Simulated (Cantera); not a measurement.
Charge: 1 mol B2O3, 5.6 mol BCl3, 0.28 mol H2, at 0.133 bar.

Method: chemical equilibrium by Gibbs-energy minimisation in Cantera with the NASA 1993 tables (ideal gas, pure condensed phases). Candidate condensed phases: B, B2O3, B3O3H3, H2O; 33 gas species. Mutual solubility and eutectic melting of coexisting phases are not modelled. The tables' values for BOCl, BCl2, BCl are old estimates; treat these amounts as uncertain. Gases not in the tables: BHCl2. The numbers say what is thermodynamically allowed, not how fast it happens.

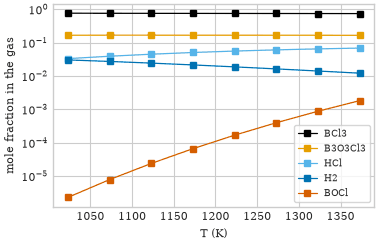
Figure: Equilibrium gas composition (values under 1e-9 drawn at 1e-9)

Read off the mole fractions at 1073 K.

BCl3 about 0.76, B3O3Cl3 about 0.17, HCl about 0.039, H2 about 0.028, BOCl about 7.9e-6.
